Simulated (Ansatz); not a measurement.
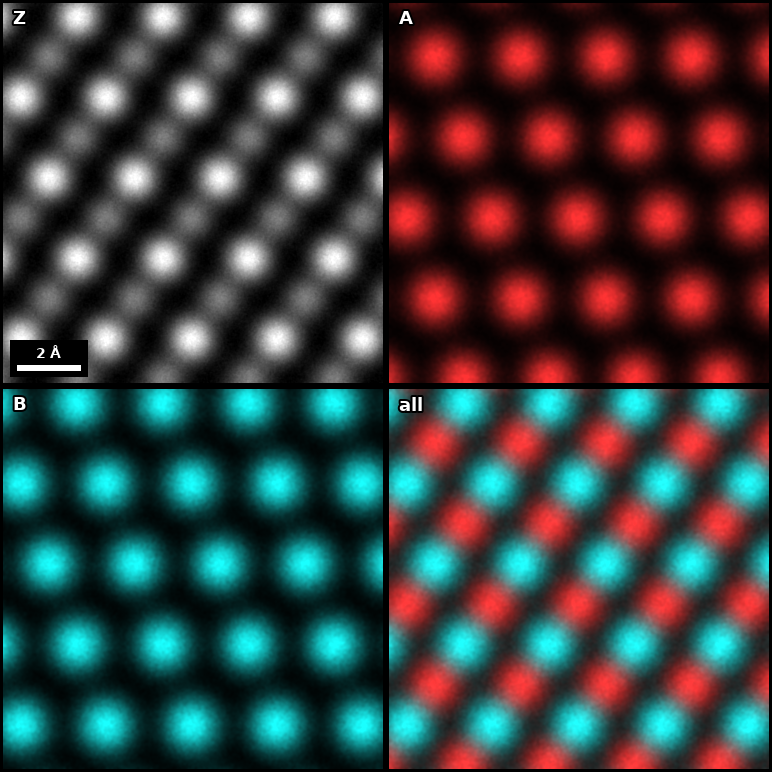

MgO (Fm-3m, No. 225) along [110]. Panel Z: The image is simulated as a sum over atoms of Z^1.7, blurred by a 1.11 Å probe (no channelling). The probe carries 25 % of its weight in a tail 2.5 times as wide. Shot noise was added. The other panels are simulated element maps (the number of atoms of one element along the beam, blurred by 1.4 Å, with counting noise; each on its own scale, no channelling); the last overlays them. Structure: the input geometry of an electronic-structure calculation (not necessarily at equilibrium).

```xyz
8
Lattice="4.4080 0.0000 0.0000 0.0000 4.4080 0.0000 0.0000 0.0000 4.4080" Properties=species:S:1:pos:R:3 pbc="T T T"
Mg    0.0000    0.0000    0.0000
O     2.2040    0.0000    0.0000
Mg    0.0000    2.2040    2.2040
O     2.2040    2.2040    2.2040
Mg    2.2040    0.0000    2.2040
O     0.0000    0.0000    2.2040
Mg    2.2040    2.2040    0.0000
O     0.0000    2.2040    0.0000
```

> Which element does each lettered map show?

A: O, B: Mg. The projected cell (2.70 × 2.70 Å, 109°) holds 2 columns: 1 of Mg and 1 of O. No column is shared by two of the mapped elements.
